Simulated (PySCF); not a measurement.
# [Bi(NH3)]3+: other functionals and bases at one geometry

How far do other levels of theory move the description of [Bi(NH3)]3+, and what does each cost? It is a constructed species; whether it can be made isn't addressed.

Computed with PySCF 2.14.0. Level: several levels, as the steps say, no spin–orbit coupling.

1 further run of the same task is left out (for a known fault of the program).

## 1. The starting structure

5 atoms, charge 3, spin multiplicity 1.

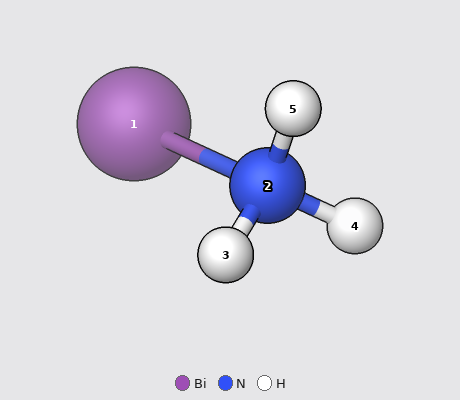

The structure; bismuth purple, nitrogen blue, hydrogen white; atoms are numbered from 1 in the order of the file.

As a file:

```xyz
5

Bi    0.00000    0.00000   -0.18928
N     0.00000    0.00000    2.16359
H     0.97938    0.00004    2.58137
H    -0.48972    0.84815    2.58137
H    -0.48966   -0.84819    2.58137
```

Formal oxidation states: Bi +3. An earlier session relaxed this geometry at BP86, Bi def2-SVP with ECP60, N def2-SVP, H def2-SVP (singlet, point group C3v).

At BP86 on the finer grid: E = -269.769052 Eh, HOMO -28.01 eV, LUMO -24.46 eV, Mulliken charge on Bi1 +2.31 e, largest force component 0.004 eV/Å. 

Levels to run: CAM-B3LYP; HF; TPSSh; wB97X; BP86, TZVP; BP86, x2c-SVP. Hardware: 2 threads of Arm Neoverse V1, shared host.

## 2. CAM-B3LYP

File run.py (the lines that set the calculation):

```python
mol = gto.M(atom='''
Bi     0.00000     0.00000    -0.18928
N      0.00000     0.00000     2.16359
H      0.97938     0.00004     2.58137
H     -0.48972     0.84815     2.58137
H     -0.48966    -0.84819     2.58137''',
    basis={'Bi': 'def2-SVP', 'N': 'def2-SVP', 'H': 'def2-SVP'},
    ecp={'Bi': 'def2-SVP'},
    charge=3, spin=0)
mf = dft.RKS(mol, xc='CAMB3LYP')
mf.grids.atom_grid = (75, 302)
mf = mf.density_fit()  # fitting sets: Bi def2-universal-JKFIT, N def2-universal-JKFIT, H def2-universal-JKFIT
mf.conv_tol = 1e-08; mf.max_cycle = 55
mf.kernel(dm0)  # dm0: the density of the relaxed state
```

On the command line:

```console
> OMP_NUM_THREADS=2 python run.py
```

The program printed:

```text
init E= -269.552670009863
  HOMO = -1.1155357153955  LUMO = -0.820544661020232  gap/eV = 8.02712
cycle= 1 E= -269.554896571289  delta_E= -0.00223  |g|= 0.0275  |ddm|= 0.212
  HOMO = -1.10994778033284  LUMO = -0.826346421666214  gap/eV = 7.71719
cycle= 2 E= -269.554812349518  delta_E= 8.42e-05  |g|= 0.0359  |ddm|= 0.052
  HOMO = -1.11483180476638  LUMO = -0.825395548310852  gap/eV = 7.87596
cycle= 3 E= -269.555107554585  delta_E= -0.000295  |g|= 0.00203  |ddm|= 0.0273
  HOMO = -1.11462343026458  LUMO = -0.825191095831586  gap/eV = 7.87585
cycle= 4 E= -269.555109550299  delta_E= -2e-06  |g|= 0.000527  |ddm|= 0.00428
  HOMO = -1.11468258549514  LUMO = -0.825300693238639  gap/eV = 7.87448
cycle= 5 E= -269.555109674818  delta_E= -1.25e-07  |g|= 8.34e-05  |ddm|= 0.000843
  HOMO = -1.11467224875411  LUMO = -0.825295557788262  gap/eV = 7.87434
cycle= 6 E= -269.555109686234  delta_E= -1.14e-08  |g|= 1.93e-05  |ddm|= 0.000309
  HOMO = -1.11467331668856  LUMO = -0.825291795580875  gap/eV = 7.87447
cycle= 7 E= -269.555109686412  delta_E= -1.78e-10  |g|= 1.71e-06  |ddm|= 3.56e-05
  HOMO = -1.11467298596495  LUMO = -0.825292154152129  gap/eV = 7.87445
Extra cycle  E= -269.555109686414  delta_E= -1.65e-12  |g|= 1.14e-06  |ddm|= 2.86e-06
converged SCF energy = -269.555109686414
```

Wall time 1.8 s (2 threads of Arm Neoverse V1, shared host).

Result: E = -269.555110 Eh, HOMO -30.33 eV, LUMO -22.46 eV, Mulliken charge on Bi1 +2.34 e, largest force component 0.410 eV/Å. 

## 3. HF

Changes to run.py (the lines that set the calculation) since step 2:

```diff
@@ -9,4 +9,3 @@
     charge=3, spin=0)
-mf = dft.RKS(mol, xc='CAMB3LYP')
-mf.grids.atom_grid = (75, 302)
+mf = scf.RHF(mol)
 mf = mf.density_fit()  # fitting sets: Bi def2-universal-JKFIT, N def2-universal-JKFIT, H def2-universal-JKFIT
```

On the command line:

```console
> OMP_NUM_THREADS=2 python run.py
```

The program printed:

```text
init E= -268.243032436232
  HOMO = -1.15444499256414  LUMO = -0.720643888226511  gap/eV = 11.80433
cycle= 1 E= -268.263738825181  delta_E= -0.0207  |g|= 0.047  |ddm|= 0.522
  HOMO = -1.16176854456305  LUMO = -0.72999688334194  gap/eV = 11.74911
cycle= 2 E= -268.264628811648  delta_E= -0.00089  |g|= 0.0121  |ddm|= 0.0909
  HOMO = -1.16034903250579  LUMO = -0.731146055494906  gap/eV = 11.67921
cycle= 3 E= -268.264688743836  delta_E= -5.99e-05  |g|= 0.00523  |ddm|= 0.0295
  HOMO = -1.16181428308251  LUMO = -0.731193602567233  gap/eV = 11.71779
cycle= 4 E= -268.264695423617  delta_E= -6.68e-06  |g|= 0.000724  |ddm|= 0.00431
  HOMO = -1.16182866255049  LUMO = -0.731262008280237  gap/eV = 11.71632
cycle= 5 E= -268.264695684757  delta_E= -2.61e-07  |g|= 0.000149  |ddm|= 0.00144
  HOMO = -1.16182198475285  LUMO = -0.731224469688246  gap/eV = 11.71716
cycle= 6 E= -268.264695700361  delta_E= -1.56e-08  |g|= 4.78e-05  |ddm|= 0.000296
  HOMO = -1.16181800282432  LUMO = -0.731216152334332  gap/eV = 11.71727
cycle= 7 E= -268.264695702446  delta_E= -2.08e-09  |g|= 9.97e-06  |ddm|= 0.000117
  HOMO = -1.16181743552534  LUMO = -0.731214794898239  gap/eV = 11.71729
Extra cycle  E= -268.264695702505  delta_E= -5.89e-11  |g|= 4.21e-06  |ddm|= 1.8e-05
converged SCF energy = -268.264695702505
```

Run time: 0.5 s. Hardware: 2 threads of Arm Neoverse V1, shared host.

Read off: E = -268.264696 Eh, HOMO -31.61 eV, LUMO -19.90 eV, Mulliken charge on Bi1 +2.44 e, largest force component 1.066 eV/Å. 

## 4. TPSSh

Changes to run.py (the lines that set the calculation) since step 3:

```diff
@@ -9,3 +9,4 @@
     charge=3, spin=0)
-mf = scf.RHF(mol)
+mf = dft.RKS(mol, xc='TPSSH')
+mf.grids.atom_grid = (75, 302)
 mf = mf.density_fit()  # fitting sets: Bi def2-universal-JKFIT, N def2-universal-JKFIT, H def2-universal-JKFIT
```

On the command line:

```console
> OMP_NUM_THREADS=2 python run.py
```

The program printed:

```text
init E= -269.559764089589
  HOMO = -1.04381343886179  LUMO = -0.871628172730218  gap/eV = 4.68540
cycle= 1 E= -269.560514541827  delta_E= -0.00075  |g|= 0.0222  |ddm|= 0.127
  HOMO = -1.03768568694061  LUMO = -0.876623814365975  gap/eV = 4.38272
cycle= 2 E= -269.55999306961  delta_E= 0.000521  |g|= 0.0505  |ddm|= 0.08
  HOMO = -1.04206781153535  LUMO = -0.875014258950333  gap/eV = 4.54576
cycle= 3 E= -269.560692699432  delta_E= -0.0007  |g|= 0.00312  |ddm|= 0.0453
  HOMO = -1.04189639190649  LUMO = -0.874274561074594  gap/eV = 4.56122
cycle= 4 E= -269.560696677071  delta_E= -3.98e-06  |g|= 0.00041  |ddm|= 0.00579
  HOMO = -1.04195670048958  LUMO = -0.874269901595408  gap/eV = 4.56299
cycle= 5 E= -269.560696715533  delta_E= -3.85e-08  |g|= 5.47e-05  |ddm|= 0.000395
  HOMO = -1.04195229575631  LUMO = -0.874278271681303  gap/eV = 4.56264
cycle= 6 E= -269.560696716801  delta_E= -1.27e-09  |g|= 6.97e-06  |ddm|= 0.000102
  HOMO = -1.04195359692917  LUMO = -0.874278007419065  gap/eV = 4.56269
Extra cycle  E= -269.560696716798  delta_E= 3.47e-12  |g|= 7.78e-06  |ddm|= 1.99e-05
converged SCF energy = -269.560696716798
```

Wall time 2.2 s (2 threads of Arm Neoverse V1, shared host).

Result: E = -269.560697 Eh, HOMO -28.35 eV, LUMO -23.79 eV, Mulliken charge on Bi1 +2.34 e, largest force component 0.284 eV/Å. 

## 5. wB97X

Changes to run.py (the lines that set the calculation) since step 4:

```diff
@@ -9,3 +9,3 @@
     charge=3, spin=0)
-mf = dft.RKS(mol, xc='TPSSH')
+mf = dft.RKS(mol, xc='WB97X')
 mf.grids.atom_grid = (75, 302)
```

On the command line:

```console
> OMP_NUM_THREADS=2 python run.py
```

The program printed:

```text
init E= -269.641686507558
  HOMO = -1.14992418354247  LUMO = -0.775433426794979  gap/eV = 10.19041
cycle= 1 E= -269.644971751778  delta_E= -0.00329  |g|= 0.0216  |ddm|= 0.158
  HOMO = -1.14620887071741  LUMO = -0.780145513725685  gap/eV = 9.96109
cycle= 2 E= -269.645112834009  delta_E= -0.000141  |g|= 0.0143  |ddm|= 0.0368
  HOMO = -1.14929767947131  LUMO = -0.779680099294949  gap/eV = 10.05781
cycle= 3 E= -269.645160442565  delta_E= -4.76e-05  |g|= 0.00548  |ddm|= 0.0136
  HOMO = -1.14853177964499  LUMO = -0.779774889633991  gap/eV = 10.03439
cycle= 4 E= -269.645170001763  delta_E= -9.56e-06  |g|= 0.000555  |ddm|= 0.00697
  HOMO = -1.14858612561569  LUMO = -0.77984501221178  gap/eV = 10.03396
cycle= 5 E= -269.645170263645  delta_E= -2.62e-07  |g|= 0.000168  |ddm|= 0.00121
  HOMO = -1.14857500013731  LUMO = -0.779813868588478  gap/eV = 10.03450
cycle= 6 E= -269.645170303113  delta_E= -3.95e-08  |g|= 3.55e-05  |ddm|= 0.000516
  HOMO = -1.14857570201342  LUMO = -0.779809593914735  gap/eV = 10.03464
cycle= 7 E= -269.645170304414  delta_E= -1.3e-09  |g|= 2.54e-06  |ddm|= 0.000106
  HOMO = -1.14857534919851  LUMO = -0.7798096096807  gap/eV = 10.03463
Extra cycle  E= -269.645170304417  delta_E= -2.79e-12  |g|= 8.05e-07  |ddm|= 9.08e-06
converged SCF energy = -269.645170304417
```

It took 1.7 s on 2 threads of Arm Neoverse V1, shared host.

Result: E = -269.645170 Eh, HOMO -31.25 eV, LUMO -21.22 eV, Mulliken charge on Bi1 +2.36 e, largest force component 0.489 eV/Å. 

## 6. BP86, TZVP

Basis: Bi def2-TZVP with ECP60, N def2-TZVP, H def2-TZVP. 

File run.py (the lines that set the calculation):

```python
mol = gto.M(atom='''
Bi     0.00000     0.00000    -0.18928
N      0.00000     0.00000     2.16359
H      0.97938     0.00004     2.58137
H     -0.48972     0.84815     2.58137
H     -0.48966    -0.84819     2.58137''',
    basis={'Bi': 'def2-TZVP', 'N': 'def2-TZVP', 'H': 'def2-TZVP'},
    ecp={'Bi': 'def2-TZVP'},
    charge=3, spin=0)
mf = dft.RKS(mol, xc='B88,P86')
mf.grids.atom_grid = (75, 302)
mf = mf.density_fit()  # fitting sets: Bi def2-universal-JKFIT, N def2-universal-JKFIT, H def2-universal-JKFIT
mf.conv_tol = 1e-08; mf.max_cycle = 55
mf.kernel(dm0)  # dm0: free metal ions and neutral atoms
```

On the command line:

```console
> OMP_NUM_THREADS=2 python run.py
```

The program printed:

```text
init E= -262.607830706777
  HOMO = -1.2577981537648  LUMO = -0.989451292632363  gap/eV = 7.30209
cycle= 1 E= -266.751032732532  delta_E= -4.14  |g|= 4.28  |ddm|= 2.39
  HOMO = -0.699319408654535  LUMO = -0.542509689272873  gap/eV = 4.26701
cycle= 2 E= -258.787295778  delta_E= 7.96  |g|= 4.15  |ddm|= 5.24
  HOMO = -1.02337182208528  LUMO = -1.01537828826104  gap/eV = 0.21752
cycle= 3 E= -266.238611529533  delta_E= -7.45  |g|= 3.15  |ddm|= 7.51
  HOMO = -1.1999368244292  LUMO = -0.839684351404218  gap/eV = 9.80297
cycle= 4 E= -269.3963624431  delta_E= -3.16  |g|= 1.31  |ddm|= 5.11
  HOMO = -1.02577951091448  LUMO = -0.848925177708729  gap/eV = 4.81245
cycle= 5 E= -269.801297666289  delta_E= -0.405  |g|= 0.461  |ddm|= 1.51
  HOMO = -1.00020893256328  LUMO = -0.913548737311966  gap/eV = 2.35814
cycle= 6 E= -269.781088724783  delta_E= 0.0202  |g|= 0.467  |ddm|= 0.851
  HOMO = -1.02477173618848  LUMO = -0.897815998831674  gap/eV = 3.45464
cycle= 7 E= -269.84250891472  delta_E= -0.0614  |g|= 0.0172  |ddm|= 0.426
  HOMO = -1.02356426884197  LUMO = -0.898168746533554  gap/eV = 3.41219
cycle= 8 E= -269.842422784033  delta_E= 8.61e-05  |g|= 0.0222  |ddm|= 0.0242
  HOMO = -1.02518153416758  LUMO = -0.897559703756098  gap/eV = 3.47277
cycle= 9 E= -269.842553216477  delta_E= -0.00013  |g|= 0.00371  |ddm|= 0.0159
  HOMO = -1.02542038933472  LUMO = -0.897418594150232  gap/eV = 3.48311
cycle= 10 E= -269.842556904467  delta_E= -3.69e-06  |g|= 0.000426  |ddm|= 0.00295
  HOMO = -1.02544601422273  LUMO = -0.897409210459705  gap/eV = 3.48406
cycle= 11 E= -269.842556982212  delta_E= -7.77e-08  |g|= 8.28e-05  |ddm|= 0.000364
  HOMO = -1.02545311183384  LUMO = -0.89740332356813  gap/eV = 3.48441
cycle= 12 E= -269.84255694766  delta_E= 3.46e-08  |g|= 1.09e-05  |ddm|= 0.000103
  HOMO = -1.02545257738417  LUMO = -0.89740452510819  gap/eV = 3.48436
cycle= 13 E= -269.842556947703  delta_E= -4.32e-11  |g|= 5.4e-07  |ddm|= 1.6e-05
  HOMO = -1.02545260349513  LUMO = -0.897404383623586  gap/eV = 3.48437
Extra cycle  E= -269.842556947703  delta_E= 1.14e-13  |g|= 1.13e-06  |ddm|= 2.08e-06
converged SCF energy = -269.842556947703
```

Run time: 5.3 s. Hardware: 2 threads of Arm Neoverse V1, shared host.

It gives: E = -269.842557 Eh, HOMO -27.90 eV, LUMO -24.42 eV, Mulliken charge on Bi1 +2.28 e, largest force component 0.379 eV/Å. 

## 7. BP86, x2c-SVP

Basis: Bi x2c-SVPall, N x2c-SVPall, H x2c-SVPall. All electrons are treated, with the spin-free X2C Hamiltonian.

File run.py (the lines that set the calculation):

```python
mol = gto.M(atom='''
Bi     0.00000     0.00000    -0.18928
N      0.00000     0.00000     2.16359
H      0.97938     0.00004     2.58137
H     -0.48972     0.84815     2.58137
H     -0.48966    -0.84819     2.58137''',
    basis={'Bi': 'x2c-SVPall', 'N': 'x2c-SVPall', 'H': 'x2c-SVPall'},
    nucmod='G',
    charge=3, spin=0)
mf = dft.RKS(mol, xc='B88,P86')
mf.grids.atom_grid = (99, 590)
mf = mf.density_fit()  # fitting sets: Bi AutoAux, N AutoAux, H AutoAux
mf = mf.sfx2c1e()
mf.conv_tol = 1e-08; mf.max_cycle = 55
mf.kernel(dm0)  # dm0: free metal ions and neutral atoms
```

On the command line:

```console
> OMP_NUM_THREADS=2 python run.py
```

The program printed:

```text
init E= -21584.4321820493
  HOMO = -1.25447264240008  LUMO = -0.979089841104576  gap/eV = 7.49355
cycle= 1 E= -21588.8726830235  delta_E= -4.44  |g|= 3.38  |ddm|= 3.23
  HOMO = -0.712056808692206  LUMO = -0.545806080897787  gap/eV = 4.52391
cycle= 2 E= -21580.9459678432  delta_E= 7.93  |g|= 3.81  |ddm|= 5.91
  HOMO = -1.00138388099468  LUMO = -0.895634164892442  gap/eV = 2.87760
cycle= 3 E= -21590.7813524716  delta_E= -9.84  |g|= 1.73  |ddm|= 6.02
  HOMO = -1.18787192043213  LUMO = -0.824809710429806  gap/eV = 9.87943
cycle= 4 E= -21591.20835894  delta_E= -0.427  |g|= 1.25  |ddm|= 2.58
  HOMO = -1.02849834325299  LUMO = -0.920439806276251  gap/eV = 2.94042
cycle= 5 E= -21591.6016710931  delta_E= -0.393  |g|= 0.245  |ddm|= 1.45
  HOMO = -1.02870139526604  LUMO = -0.892420125148189  gap/eV = 3.70840
cycle= 6 E= -21591.6189209978  delta_E= -0.0172  |g|= 0.0888  |ddm|= 0.438
  HOMO = -1.030407326274  LUMO = -0.899244177026503  gap/eV = 3.56913
cycle= 7 E= -21591.6204766865  delta_E= -0.00156  |g|= 0.0147  |ddm|= 0.0997
  HOMO = -1.03015142696392  LUMO = -0.899764581510157  gap/eV = 3.54801
cycle= 8 E= -21591.6205297343  delta_E= -5.3e-05  |g|= 0.0058  |ddm|= 0.0131
  HOMO = -1.02976725207028  LUMO = -0.899838586495108  gap/eV = 3.53554
cycle= 9 E= -21591.620538234  delta_E= -8.5e-06  |g|= 0.00165  |ddm|= 0.00395
  HOMO = -1.02969519077651  LUMO = -0.899960298703852  gap/eV = 3.53027
cycle= 10 E= -21591.6205391506  delta_E= -9.17e-07  |g|= 0.000183  |ddm|= 0.00181
  HOMO = -1.02968794957375  LUMO = -0.899977564743254  gap/eV = 3.52960
cycle= 11 E= -21591.6205391604  delta_E= -9.8e-09  |g|= 1.83e-05  |ddm|= 0.000262
  HOMO = -1.02969343982439  LUMO = -0.89997490458752  gap/eV = 3.52982
Extra cycle  E= -21591.6205391597  delta_E= 6.91e-10  |g|= 5.39e-05  |ddm|= 7.67e-05
converged SCF energy = -21591.6205391597
```

Run time: 14 s. Hardware: 2 threads of Arm Neoverse V1, shared host.

Result: E = -21591.620539 Eh, HOMO -28.02 eV, LUMO -24.49 eV, Mulliken charge on Bi1 +2.32 e, largest force component 0.416 eV/Å. 

## 8. Results

| level | state | HOMO (eV) | gap (eV) | charge on Bi1 (e) | dipole (D) | largest force (eV/Å) | basis functions | time |
| --- | --- | --- | --- | --- | --- | --- | --- | --- |
| BP86 (relaxed here) | singlet | -28.01 | 3.54 | 2.31 | 7.63 | 0.00 | 55 | 2.8 s |
| CAM-B3LYP | singlet | -30.33 | 7.87 | 2.34 | 7.38 | 0.41 | 55 | 1.8 s |
| HF | singlet | -31.61 | 11.72 | 2.44 | 6.91 | 1.07 | 55 | 0.5 s |
| TPSSh | singlet | -28.35 | 4.56 | 2.34 | 7.43 | 0.28 | 55 | 2.2 s |
| wB97X | singlet | -31.25 | 10.03 | 2.36 | 7.19 | 0.49 | 55 | 1.7 s |
| BP86, TZVP | singlet | -27.90 | 3.48 | 2.28 | 7.73 | 0.38 | 99 | 5.3 s |
| BP86, x2c-SVP | singlet | -28.02 | 3.53 | 2.32 | 7.58 | 0.42 | 91 | 14 s |

Times are on 2 threads of Arm Neoverse V1, shared host; the first row also made further properties. The dipole of a charged species depends on the origin, so these sizes hold for this origin alone.

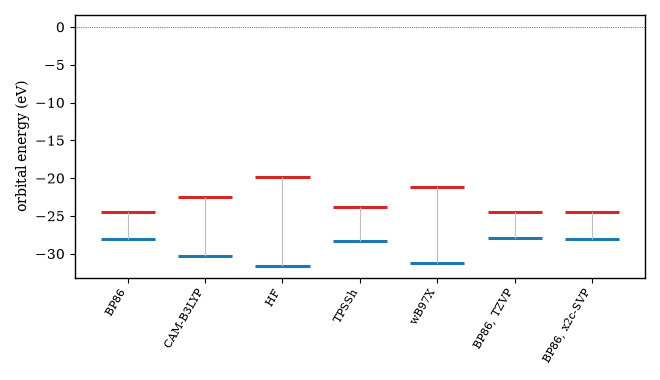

Highest filled and lowest empty level, method by method.

In one basis the HOMO–LUMO gap runs from 3.54 eV (BP86) to 11.72 eV (HF). The largest leftover force, 1.07 eV/Å with HF, stands at a geometry relaxed at another level. The Mulliken charge on Bi spans +2.28 to +2.44 e over the levels. Total energies of different levels can't be compared. Spin–orbit coupling is left out throughout.
